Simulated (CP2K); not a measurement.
Consider 2-mercaptothiophene at its PBE geometry (Å).

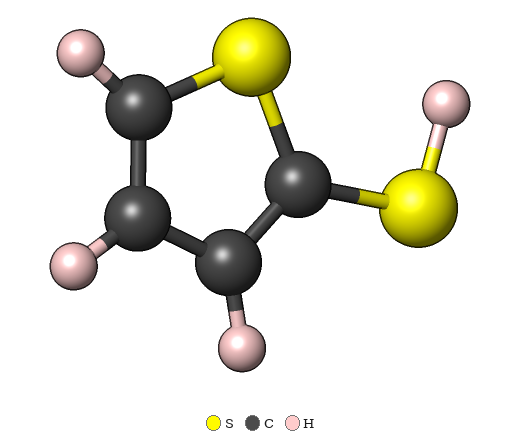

The molecule (sulfur yellow, carbon dark grey, hydrogen pink).

```xyz
10

S     2.7057   -0.0959   -0.1295
C     0.9550    0.0424   -0.0374
C     0.0597   -1.0079   -0.0996
C    -1.2944   -0.5775    0.0016
C    -1.4180    0.7844    0.1381
S     0.1267    1.5509    0.1449
H     2.9689    1.2232   -0.0120
H     0.3629   -2.0462   -0.2146
H    -2.1465   -1.2533   -0.0273
H    -2.3199    1.3798    0.2359
```

Method: CP2K XAS_TDP, all-electron GAPW, PBEh(45%), aug-cc-pVDZ, TDA, GW2X-corrected core level, no relativity.

Q: Where do the C K-edge lines lie, and how strong are they?

Leading lines: C2 287.23 eV, C3 287.35 eV, C4 287.40 eV and C5 287.04 eV. The leading line of an atom is its first one with 35 % of the strongest within 2.5 eV of its lowest line over the strength cut. Core ionisation energies at this level: C3 291.71, C4 291.94, C2 292.36 and C5 291.98 eV.

The first six lines of each atom with a strength over 0.0015:

```csv
atom,energy (eV),states,"strength, one atom",above the computed threshold
C2 (bonded to C and 2 S),287.23,1,0.0522,
,289.11,1,0.0167,
,289.53,1,0.0447,
,290.75,1,0.0045,
,291.40,1,0.0056,
,292.67,1,0.0034,yes
C3 (bonded to 2 C and H),287.35,1,0.0411,
,289.44,1,0.0106,
,289.66,1,0.0069,
,289.94,1,0.0052,
,290.84,1,0.0027,
,291.57,1,0.0038,
C4 (bonded to 2 C and H),287.40,1,0.0462,
,289.75,1,0.0092,
,289.99,1,0.0092,
,290.22,1,0.0057,
,291.60,1,0.0030,
,291.79,1,0.0017,
"C5 (bonded to C, S and H)",287.04,1,0.0474,
,289.19,1,0.0290,
,290.04,1,0.0106,
,290.64,1,0.0069,
,291.12,1,0.0059,
,291.81,1,0.0029,
```

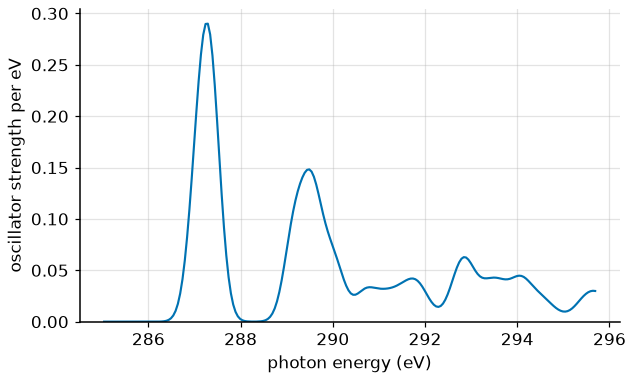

All atoms added, broadened by 0.5 eV.

Lines are vertical, at one geometry, with no vibrational structure. GW2X ionisation energies and lines can be off by 1 to 2 eV either way, and a good line position may hide errors that cancel. These values hold no scalar relativity, about 0.1 eV for C 1s. Rydberg lines, and the discretised continuum above threshold, depend on the basis and the box.

[Banner, clock and machine lines of the logs are left out without a mark of their own.]

[Logs are printed without paths, hosts, clocks, repeated set-up lines and the standing remarks that a program may print on its own settings, such as how far it seeks lower states.]

[Hosts, paths, dates, database ids (printed as entryN), source tags and the programs' standing remarks are cut or masked in the printed files.]
